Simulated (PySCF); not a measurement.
# C₃H₇AlN₂: NMR shifts at several levels of theory

Aim: compute the NMR shifts of C₃H₇AlN₂ (`C=[N][AlH2-][N+]#CC`) at several levels, and see how far they spread and what each costs.

Computed with PySCF 2.14.0, with density-fitted response routines of our own, on a single molecule in the gas phase. Atoms are numbered from 0 throughout.

## Step 1: Starting geometry

13 atoms, charge 0, multiplicity 1; geometry from: GFN2-xTB. The atoms were then displaced at random by about 0.01 Å, so the start is not that level's minimum.

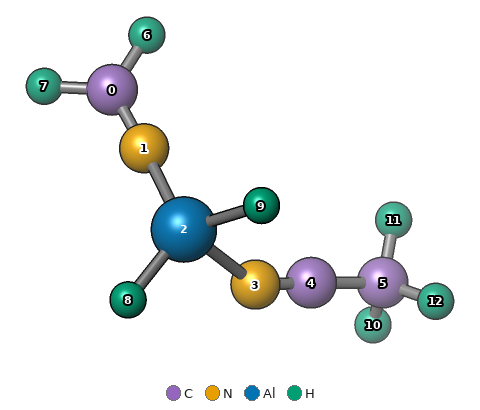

The starting geometry (carbon purple, nitrogen amber, aluminium blue, hydrogen teal), atoms numbered.

## Step 2: Relaxing the molecule at PBE0-D3(BJ)/def2-SVP

What the job is given:

```
{"job": {"xc": "PBE0", "basis": "def2-SVP", "d3": "d3bj", "grid": 1, "shake": 0.01, "kind": "geom"}, "charge": 0, "multiplicity": 1}
C     -2.881600     0.410570    -0.400250
N     -1.955120    -0.355710    -0.548410
Al    -0.762490    -1.662420    -0.760490
N      0.885800    -0.449410    -0.803460
C      1.592360     0.226840    -0.269900
C      2.525300     1.093130     0.391690
H     -3.046470     1.021120     0.512220
H     -3.637820     0.619590    -1.190070
H     -0.669490    -2.439570    -2.066310
H     -0.311990    -2.406210     0.564830
H      3.025370     1.713960    -0.330530
H      2.005080     1.718410     1.115930
H      3.236870     0.492820     0.913180
```

The run is started by

```bash
> OMP_NUM_THREADS=1 python probes_run.py task.json out
```

This one command runs all jobs of the session in turn.

Standard output:

```text
step   0  E = -469.80058907  max force = 0.071806
step   1  E = -469.81122409  max force = 0.013060
step   2  E = -469.81221281  max force = 0.005382
step   3  E = -469.81347836  max force = 0.015580
step   4  E = -469.81466347  max force = 0.022671
step   5  E = -469.81588376  max force = 0.011700
step   6  E = -469.81711253  max force = 0.003973
step   7  E = -469.81761487  max force = 0.004613
step   8  E = -469.81782775  max force = 0.005848
step   9  E = -469.81813770  max force = 0.002838
step  10  E = -469.81842710  max force = 0.002917
step  11  E = -469.81872426  max force = 0.004759
step  12  E = -469.81888426  max force = 0.003055
step  13  E = -469.81895476  max force = 0.000850
step  14  E = -469.81897085  max force = 0.000374
step  15  E = -469.81897600  max force = 0.000376
optimisation converged
```

Wall time 80 s (1 thread of Arm Neoverse V2, shared host); peak memory 0.52 GiB.

Relaxation path:

| step | energy from step 0 (eV) | largest force component (eV/Å) |
| --- | --- | --- |
| 0 | 0.0000 | 3.6924 |
| 1 | -0.2894 | 0.6716 |
| 2 | -0.3163 | 0.2768 |
| 3 | -0.3507 | 0.8012 |
| 4 | -0.3830 | 1.1658 |
| 5 | -0.4162 | 0.6016 |
| 6 | -0.4496 | 0.2043 |
| 7 | -0.4633 | 0.2372 |
| 8 | -0.4691 | 0.3007 |
| 9 | -0.4775 | 0.1459 |
| 10 | -0.4854 | 0.1500 |
| 11 | -0.4935 | 0.2447 |
| 12 | -0.4978 | 0.1571 |
| 13 | -0.4998 | 0.0437 |
| 14 | -0.5002 | 0.0192 |
| 15 | -0.5003 | 0.0193 |

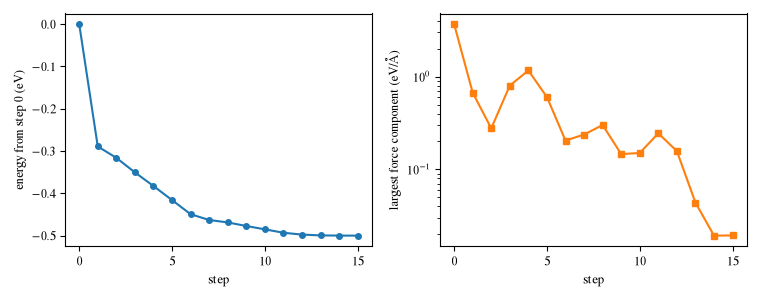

Energy and largest force along the relaxation.

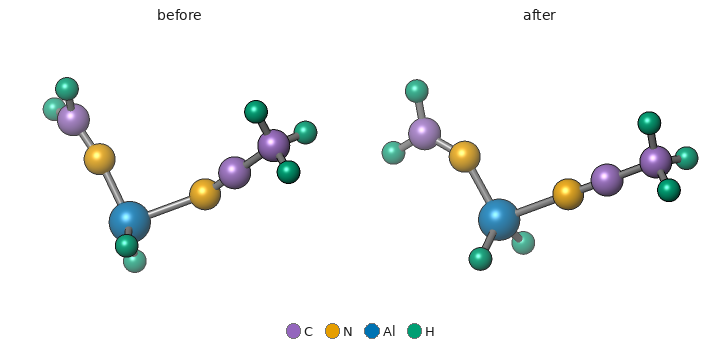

Before and after, at one scale.

Distances of close pairs at the start and the end, largest changes first:

```csv
bond,before (Å),after (Å),change (Å)
Al2–H8,1.522,1.603,+0.080
C0–N1,1.211,1.252,+0.040
N1–Al2,1.782,1.820,+0.038
N3–C4,1.114,1.151,+0.037
C5–H12,1.067,1.099,+0.032
C5–H10,1.076,1.099,+0.024
Al2–H9,1.585,1.600,+0.015
C4–C5,1.435,1.445,+0.011
```

The end geometry stands in the next job.

```
                         at the end point                value
  point group (found at 0.08 Å tolerance)                   C1
rotational constants (GHz, main isotopes)  6.871, 1.114, 0.979
                        dipole moment (D)                 7.54
```

## Step 3: Nuclear shieldings: PBE0/pcSseg-1

What the job is given:

```
{"job": {"kind": "nmr", "xc": "PBE0", "basis": "pcSseg-1", "pop": false}, "charge": 0, "multiplicity": 1}
C     -3.308999     0.202619    -0.529496
N     -2.098767    -0.091730    -0.405052
Al    -0.842356    -1.351524    -0.789059
N      0.825402    -0.305194    -0.231278
C      1.764361     0.281211     0.083386
C      2.938568     1.023910     0.481473
H     -3.734499     1.148093    -0.117990
H     -4.071246    -0.427279    -1.049083
H     -0.455920    -1.584926    -2.326788
H     -0.728555    -2.554961     0.259368
H      3.445092     1.425471    -0.407718
H      2.643973     1.855713     1.137151
H      3.629983     0.363674     1.024535
```

Level: GIAO PBE0/pcSseg-1 NMR shielding, non-relativistic, gas phase.

Standard output:

```text
coarse grid: 11352 points
cycle   1  E = -469.8972044859  dE =  4.213e-01  |g| = 5.954e-01  |ddm| = 3.167e+00
cycle   2  E = -469.6075597263  dE =  2.896e-01  |g| = 1.290e+00  |ddm| = 1.489e+00
cycle   3  E = -469.9862279753  dE = -3.787e-01  |g| = 1.120e-01  |ddm| = 1.041e+00
cycle   4  E = -469.9876489234  dE = -1.421e-03  |g| = 8.089e-02  |ddm| = 1.189e-01
cycle   5  E = -469.9889389751  dE = -1.290e-03  |g| = 2.626e-02  |ddm| = 5.756e-02
cycle   6  E = -469.9890873483  dE = -1.484e-04  |g| = 3.347e-03  |ddm| = 1.657e-02
cycle   7  E = -469.9890906691  dE = -3.321e-06  |g| = 7.822e-04  |ddm| = 4.257e-03
final grid: 105104 points
cycle   8  E = -470.0217360684  dE = -1.719e-05  |g| = 5.787e-03  |ddm| = 1.838e-02
cycle   9  E = -470.0217339824  dE =  2.086e-06  |g| = 6.566e-03  |ddm| = 1.063e-02
cycle  10  E = -470.0217442076  dE = -1.023e-05  |g| = 1.309e-03  |ddm| = 5.988e-03
cycle  11  E = -470.0217445661  dE = -3.585e-07  |g| = 2.399e-04  |ddm| = 8.781e-04
cycle  12  E = -470.0217445768  dE = -1.065e-08  |g| = 8.782e-05  |ddm| = 1.872e-04
cycle  13  E = -470.0217445778  dE = -1.005e-09  |g| = 5.833e-05  |ddm| = 7.670e-05
cycle  14  E = -470.0217445785  dE = -7.350e-10  |g| = 8.941e-06  |ddm| = 3.920e-05
converged SCF energy = -470.0217445785

GIAO shielding tensors (ppm)
atom      isotropic    diamagn.    paramagn.     s11        s22        s33       span
  0 C       17.230     248.644    -231.413    -81.616     14.338    118.969    200.585
  1 N     -216.151     332.313    -548.464   -704.764   -213.366    269.678    974.442
  2 Al     451.447     795.786    -344.338    428.895    449.348    476.099     47.203
  3 N       20.235     337.250    -317.015   -131.593   -130.599    322.896    454.489
  4 C       60.597     269.938    -209.341    -44.526    -40.469    266.787    311.314
  5 C      183.005     249.294     -66.289    174.711    175.098    199.207     24.496
  6 H       22.101      29.248      -7.147     20.928     22.154     23.222      2.294
  7 H       22.011      26.494      -4.483     20.333     20.837     24.865      4.532
  8 H       27.156      29.288      -2.133     24.355     26.111     31.002      6.646
  9 H       27.146      29.517      -2.371     24.399     26.099     30.942      6.543
 10 H       29.030      26.016       3.014     24.422     26.778     35.891     11.469
 11 H       28.960      28.058       0.901     24.269     26.790     35.820     11.551
 12 H       29.025      25.744       3.282     24.386     26.814     35.874     11.488
```

Run time: 9.9 s. Hardware: 1 thread of Arm Neoverse V2, shared host; peak memory 0.76 GiB.

Shifts follow as δ = σ(reference) − σ, with reference shieldings (ppm) from runs at the same level and on the same kind of geometry: ¹H TMS 31.27, ¹³C TMS 184.4, ¹⁵N NH3 265.7, ²⁷Al AlH4- 489.3. The references are single molecules in the gas phase, so shifts against H2O, NH3, PH3, H3PO4 or CFCl3 are not on the usual liquid scales and can be off by tens of ppm. Shifts against hydride references such as AlH4− lie on their own scale. Atoms listed in one row are averaged.

```
        atoms                                 environment  σ (ppm)  δ (ppm)
           C0                                  C=N carbon     17.2    167.2
           C4                       nitrilium-type carbon     60.6    123.8
           C5                methyl carbon α to a nitrile    183.0      1.4
           H7                    hydrogen on a C=N carbon    22.01     9.26
           H6                    hydrogen on a C=N carbon    22.10     9.17
       H8, H9      hydrogen on an aluminium bonded to 2 N    27.15     4.12
H10, H11, H12  hydrogen on a methyl carbon α to a nitrile    29.00     2.26
           N1                              imine nitrogen   -216.2    481.8
           N3            donor nitrogen of a Lewis adduct     20.2    245.4
          Al2                aluminium bonded to 2 N, 2 H    451.4     37.8
```

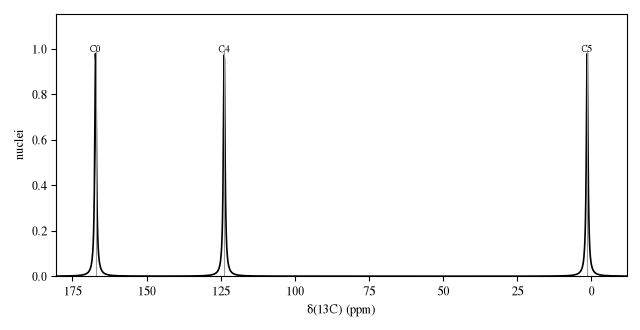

¹³C lines at the computed shifts, without couplings. Lines are broadened to a width of 0.66 ppm (Lorentzian).

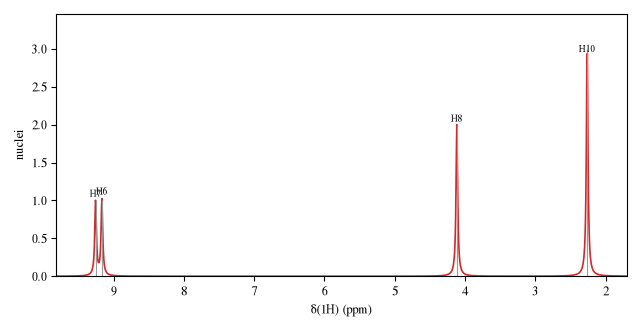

¹H lines at the computed shifts, without couplings. Lines are broadened to a width of 0.03 ppm (Lorentzian).

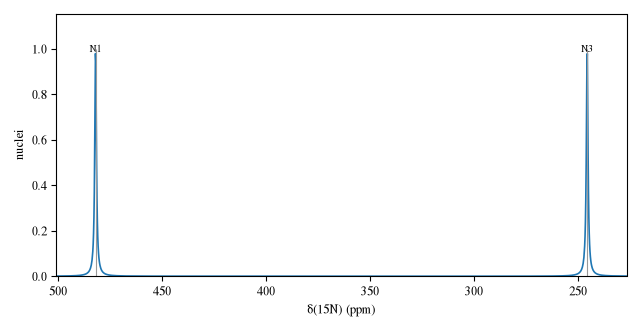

¹⁵N lines at the computed shifts, without couplings. Lines are broadened to a width of 0.95 ppm (Lorentzian).

## Step 4: Shielding tensors: mPW1PW91/pcSseg-1

The job, as its differences from that of step 3:

```diff
@@ -1,2 +1,2 @@
-{"job": {"kind": "nmr", "xc": "PBE0", "basis": "pcSseg-1", "pop": false}, "charge": 0, "multiplicity": 1}
+{"job": {"kind": "nmr", "xc": "mPW1PW91", "basis": "pcSseg-1", "pop": false}, "charge": 0, "multiplicity": 1}
 C     -3.308999     0.202619    -0.529496
```

Level: GIAO mPW1PW91/pcSseg-1 NMR shielding, non-relativistic, gas phase.

Standard output:

```text
coarse grid: 11352 points
cycle   1  E = -470.2290390028  dE =  4.225e-01  |g| = 6.071e-01  |ddm| = 3.168e+00
cycle   2  E = -469.9278513567  dE =  3.012e-01  |g| = 1.314e+00  |ddm| = 1.514e+00
cycle   3  E = -470.3211739751  dE = -3.933e-01  |g| = 1.133e-01  |ddm| = 1.063e+00
cycle   4  E = -470.3226175541  dE = -1.444e-03  |g| = 8.251e-02  |ddm| = 1.211e-01
cycle   5  E = -470.3239603961  dE = -1.343e-03  |g| = 2.670e-02  |ddm| = 5.849e-02
cycle   6  E = -470.3241145747  dE = -1.542e-04  |g| = 3.302e-03  |ddm| = 1.688e-02
cycle   7  E = -470.3241178504  dE = -3.276e-06  |g| = 8.134e-04  |ddm| = 4.322e-03
final grid: 105104 points
cycle   8  E = -470.3572556074  dE = -1.652e-05  |g| = 3.870e-03  |ddm| = 1.659e-02
cycle   9  E = -470.3572545939  dE =  1.013e-06  |g| = 4.436e-03  |ddm| = 7.012e-03
cycle  10  E = -470.3572592150  dE = -4.621e-06  |g| = 1.032e-03  |ddm| = 3.858e-03
cycle  11  E = -470.3572594315  dE = -2.165e-07  |g| = 2.237e-04  |ddm| = 6.345e-04
cycle  12  E = -470.3572594393  dE = -7.790e-09  |g| = 1.082e-04  |ddm| = 1.741e-04
cycle  13  E = -470.3572594414  dE = -2.111e-09  |g| = 4.287e-05  |ddm| = 8.696e-05
cycle  14  E = -470.3572594418  dE = -4.204e-10  |g| = 6.385e-06  |ddm| = 3.362e-05
converged SCF energy = -470.3572594418

GIAO shielding tensors (ppm)
atom      isotropic    diamagn.    paramagn.     s11        s22        s33       span
  0 C       16.782     248.630    -231.849    -82.768     14.851    118.263    201.031
  1 N     -214.780     332.513    -547.293   -699.716   -214.343    269.720    969.436
  2 Al     451.932     795.790    -343.858    429.173    449.736    476.888     47.715
  3 N       19.363     337.358    -317.995   -132.854   -131.813    322.757    455.611
  4 C       59.897     270.121    -210.224    -45.645    -41.627    266.964    312.609
  5 C      181.810     249.034     -67.223    173.591    173.962    197.879     24.288
  6 H       22.200      29.289      -7.089     21.028     22.238     23.335      2.307
  7 H       22.110      26.542      -4.432     20.452     20.907     24.971      4.519
  8 H       27.257      29.379      -2.122     24.463     26.211     31.097      6.635
  9 H       27.248      29.607      -2.360     24.507     26.199     31.038      6.531
 10 H       29.072      26.034       3.038     24.496     26.843     35.877     11.381
 11 H       29.002      28.077       0.925     24.343     26.856     35.808     11.465
 12 H       29.068      25.761       3.307     24.461     26.881     35.862     11.401
```

It took 10 s on 1 thread of Arm Neoverse V2, shared host; peak memory 0.76 GiB.

In short: δ C0 166.8, C4 123.6, C5 1.7, N1 479.0, H7 9.21, H6 9.12 ppm.

## Step 5: NMR shieldings: WP04/pcSseg-1

The job, as its differences from that of step 4:

```diff
@@ -1,2 +1,2 @@
-{"job": {"kind": "nmr", "xc": "mPW1PW91", "basis": "pcSseg-1", "pop": false}, "charge": 0, "multiplicity": 1}
+{"job": {"kind": "nmr", "xc": "WP04", "basis": "pcSseg-1", "pop": false}, "charge": 0, "multiplicity": 1}
 C     -3.308999     0.202619    -0.529496
```

Method: GIAO WP04/pcSseg-1 NMR shielding, non-relativistic, gas phase.

Standard output:

```text
coarse grid: 11352 points
cycle   1  E = -478.4997958241  dE =  4.121e-01  |g| = 9.126e-01  |ddm| = 3.230e+00
cycle   2  E = -477.1510158510  dE =  1.349e+00  |g| = 2.291e+00  |ddm| = 3.432e+00
cycle   3  E = -478.6616218798  dE = -1.511e+00  |g| = 3.184e-01  |ddm| = 3.229e+00
cycle   4  E = -478.6861819922  dE = -2.456e-02  |g| = 1.357e-01  |ddm| = 3.289e-01
cycle   5  E = -478.6869213057  dE = -7.393e-04  |g| = 1.247e-01  |ddm| = 1.329e-01
cycle   6  E = -478.6902078183  dE = -3.287e-03  |g| = 1.643e-02  |ddm| = 7.064e-02
cycle   7  E = -478.6902608361  dE = -5.302e-05  |g| = 7.859e-03  |ddm| = 1.743e-02
cycle   8  E = -478.6902749498  dE = -1.411e-05  |g| = 1.446e-03  |ddm| = 5.623e-03
cycle   9  E = -478.6902755261  dE = -5.763e-07  |g| = 4.556e-04  |ddm| = 1.745e-03
final grid: 105104 points
cycle  10  E = -478.7379385292  dE = -2.697e-05  |g| = 6.116e-03  |ddm| = 2.180e-02
cycle  11  E = -478.7379313850  dE =  7.144e-06  |g| = 8.286e-03  |ddm| = 1.119e-02
cycle  12  E = -478.7379466176  dE = -1.523e-05  |g| = 2.528e-03  |ddm| = 6.929e-03
cycle  13  E = -478.7379479679  dE = -1.350e-06  |g| = 3.570e-04  |ddm| = 1.418e-03
cycle  14  E = -478.7379479823  dE = -1.437e-08  |g| = 2.410e-04  |ddm| = 3.178e-04
cycle  15  E = -478.7379479934  dE = -1.115e-08  |g| = 8.314e-05  |ddm| = 1.828e-04
cycle  16  E = -478.7379479951  dE = -1.665e-09  |g| = 1.096e-05  |ddm| = 6.355e-05
cycle  17  E = -478.7379479951  dE = -2.819e-11  |g| = 2.273e-06  |ddm| = 9.690e-06
converged SCF energy = -478.7379479951

GIAO shielding tensors (ppm)
atom      isotropic    diamagn.    paramagn.     s11        s22        s33       span
  0 C       10.685     249.668    -238.983    -92.978     17.555    107.477    200.455
  1 N     -205.762     334.806    -540.569   -663.331   -219.787    265.831    929.162
  2 Al     462.514     797.176    -334.663    436.999    458.519    492.022     55.022
  3 N       14.398     337.902    -323.505   -139.949   -137.324    320.466    460.415
  4 C       52.824     271.914    -219.090    -55.220    -51.881    265.574    320.794
  5 C      168.284     249.565     -81.280    159.816    160.085    184.952     25.137
  6 H       23.020      29.863      -6.843     21.852     23.048     24.160      2.309
  7 H       22.888      26.798      -3.910     21.352     21.560     25.752      4.400
  8 H       28.406      30.415      -2.008     25.664     27.331     32.224      6.560
  9 H       28.408      30.683      -2.275     25.718     27.334     32.173      6.455
 10 H       29.266      26.153       3.112     25.036     27.243     35.518     10.481
 11 H       29.199      28.790       0.409     24.880     27.265     35.452     10.572
 12 H       29.265      25.804       3.460     25.002     27.281     35.512     10.510
```

Wall time 11 s (1 thread of Arm Neoverse V2, shared host); peak memory 0.76 GiB.

This run: δ C0 161.8, C4 119.6, C5 4.2, N1 452.7, H7 8.68, H6 8.54 ppm.

## Step 6: Nuclear shieldings: B97-2/pcSseg-1

The job, as its differences from that of step 5:

```diff
@@ -1,2 +1,2 @@
-{"job": {"kind": "nmr", "xc": "WP04", "basis": "pcSseg-1", "pop": false}, "charge": 0, "multiplicity": 1}
+{"job": {"kind": "nmr", "xc": "B97-2", "basis": "pcSseg-1", "pop": false}, "charge": 0, "multiplicity": 1}
 C     -3.308999     0.202619    -0.529496
```

With the program's defaults for keys left out, this is: GIAO B97-2/pcSseg-1 NMR shielding, non-relativistic, gas phase.

Standard output:

```text
coarse grid: 11352 points
cycle   1  E = -470.2169564384  dE =  4.078e-01  |g| = 6.116e-01  |ddm| = 3.178e+00
cycle   2  E = -469.8767372861  dE =  3.402e-01  |g| = 1.366e+00  |ddm| = 1.609e+00
cycle   3  E = -470.3101506383  dE = -4.334e-01  |g| = 1.203e-01  |ddm| = 1.161e+00
cycle   4  E = -470.3119660858  dE = -1.815e-03  |g| = 8.465e-02  |ddm| = 1.274e-01
cycle   5  E = -470.3133774857  dE = -1.411e-03  |g| = 2.961e-02  |ddm| = 6.299e-02
cycle   6  E = -470.3135696326  dE = -1.921e-04  |g| = 3.707e-03  |ddm| = 1.879e-02
cycle   7  E = -470.3135738879  dE = -4.255e-06  |g| = 9.020e-04  |ddm| = 4.910e-03
final grid: 105104 points
cycle   8  E = -470.3370140527  dE = -3.541e-05  |g| = 4.945e-03  |ddm| = 2.018e-02
cycle   9  E = -470.3370104770  dE =  3.576e-06  |g| = 5.688e-03  |ddm| = 5.245e-03
cycle  10  E = -470.3370150217  dE = -4.545e-06  |g| = 2.898e-03  |ddm| = 4.725e-03
cycle  11  E = -470.3370168083  dE = -1.787e-06  |g| = 3.370e-04  |ddm| = 1.747e-03
cycle  12  E = -470.3370168297  dE = -2.144e-08  |g| = 1.401e-04  |ddm| = 2.941e-04
cycle  13  E = -470.3370168335  dE = -3.815e-09  |g| = 5.017e-05  |ddm| = 1.175e-04
cycle  14  E = -470.3370168341  dE = -5.716e-10  |g| = 5.585e-06  |ddm| = 3.180e-05
converged SCF energy = -470.3370168341

GIAO shielding tensors (ppm)
atom      isotropic    diamagn.    paramagn.     s11        s22        s33       span
  0 C       20.824     248.756    -227.932    -76.875     21.270    118.078    194.953
  1 N     -199.527     332.587    -532.114   -664.705   -203.018    269.143    933.848
  2 Al     461.250     795.803    -334.553    438.546    459.222    485.981     47.436
  3 N       25.035     337.104    -312.068   -124.129   -123.001    322.235    446.364
  4 C       62.583     270.303    -207.720    -41.401    -37.497    266.647    308.048
  5 C      181.653     249.102     -67.449    173.510    173.872    197.578     24.068
  6 H       22.311      29.422      -7.111     21.078     22.272     23.582      2.504
  7 H       22.185      26.601      -4.416     20.473     20.927     25.155      4.682
  8 H       27.428      29.533      -2.104     24.642     26.378     31.265      6.623
  9 H       27.423      29.770      -2.347     24.690     26.369     31.211      6.520
 10 H       29.128      26.113       3.015     24.589     26.932     35.863     11.274
 11 H       29.059      28.238       0.821     24.438     26.949     35.791     11.352
 12 H       29.124      25.829       3.295     24.554     26.968     35.849     11.295
```

Run time: 9.9 s. Hardware: 1 thread of Arm Neoverse V2, shared host; peak memory 0.76 GiB.

Key values: δ C0 162.9, C4 121.1, C5 2.0, N1 462.4, H7 9.19, H6 9.06 ppm.

## Step 7: Nuclear shieldings: BHandHLYP/pcSseg-1

The job, as its differences from that of step 6:

```diff
@@ -1,2 +1,2 @@
-{"job": {"kind": "nmr", "xc": "B97-2", "basis": "pcSseg-1", "pop": false}, "charge": 0, "multiplicity": 1}
+{"job": {"kind": "nmr", "xc": "BHandHLYP", "basis": "pcSseg-1", "pop": false}, "charge": 0, "multiplicity": 1}
 C     -3.308999     0.202619    -0.529496
```

Method: GIAO BHandHLYP/pcSseg-1 NMR shielding, non-relativistic, gas phase.

Standard output:

```text
coarse grid: 11352 points
cycle   1  E = -470.1451841488  dE =  4.905e-01  |g| = 6.095e-01  |ddm| = 3.121e+00
cycle   2  E = -470.0345464145  dE =  1.106e-01  |g| = 9.870e-01  |ddm| = 1.100e+00
cycle   3  E = -470.2450850265  dE = -2.105e-01  |g| = 7.047e-02  |ddm| = 6.886e-01
cycle   4  E = -470.2453853022  dE = -3.003e-04  |g| = 6.782e-02  |ddm| = 9.368e-02
cycle   5  E = -470.2463316321  dE = -9.463e-04  |g| = 1.266e-02  |ddm| = 4.321e-02
cycle   6  E = -470.2463664439  dE = -3.481e-05  |g| = 2.505e-03  |ddm| = 9.972e-03
cycle   7  E = -470.2463687556  dE = -2.312e-06  |g| = 1.070e-03  |ddm| = 4.051e-03
final grid: 105104 points
cycle   8  E = -470.2743633419  dE = -9.043e-06  |g| = 2.654e-03  |ddm| = 8.314e-03
cycle   9  E = -470.2743634766  dE = -1.347e-07  |g| = 2.642e-03  |ddm| = 3.659e-03
cycle  10  E = -470.2743649957  dE = -1.519e-06  |g| = 7.398e-04  |ddm| = 1.840e-03
cycle  11  E = -470.2743651079  dE = -1.122e-07  |g| = 1.390e-04  |ddm| = 4.367e-04
cycle  12  E = -470.2743651117  dE = -3.804e-09  |g| = 3.243e-05  |ddm| = 1.257e-04
cycle  13  E = -470.2743651119  dE = -2.294e-10  |g| = 1.113e-05  |ddm| = 2.611e-05
converged SCF energy = -470.2743651119

GIAO shielding tensors (ppm)
atom      isotropic    diamagn.    paramagn.     s11        s22        s33       span
  0 C       19.650     247.919    -228.269    -88.615     26.182    121.384    209.999
  1 N     -232.110     333.366    -565.476   -745.925   -228.254    277.850   1023.775
  2 Al     461.688     794.320    -332.632    437.482    458.452    489.130     51.648
  3 N       15.929     337.477    -321.547   -138.950   -137.729    324.466    463.416
  4 C       58.325     270.139    -211.814    -50.679    -47.125    272.781    323.460
  5 C      183.091     247.865     -64.775    175.734    176.019    197.519     21.785
  6 H       22.604      29.458      -6.853     21.277     22.602     23.934      2.657
  7 H       22.581      26.800      -4.219     20.873     21.156     25.715      4.843
  8 H       27.609      29.533      -1.924     24.804     26.508     31.515      6.712
  9 H       27.597      29.758      -2.161     24.823     26.498     31.469      6.645
 10 H       29.160      26.029       3.132     24.494     26.880     36.107     11.613
 11 H       29.092      28.065       1.027     24.331     26.892     36.052     11.721
 12 H       29.156      25.758       3.399     24.460     26.915     36.094     11.635
```

It took 9.7 s on 1 thread of Arm Neoverse V2, shared host; peak memory 0.76 GiB.

In short: δ C0 164.3, C4 125.7, C5 0.9, N1 497.1, H7 8.86, H6 8.84 ppm.

[end of part 1 of 2]
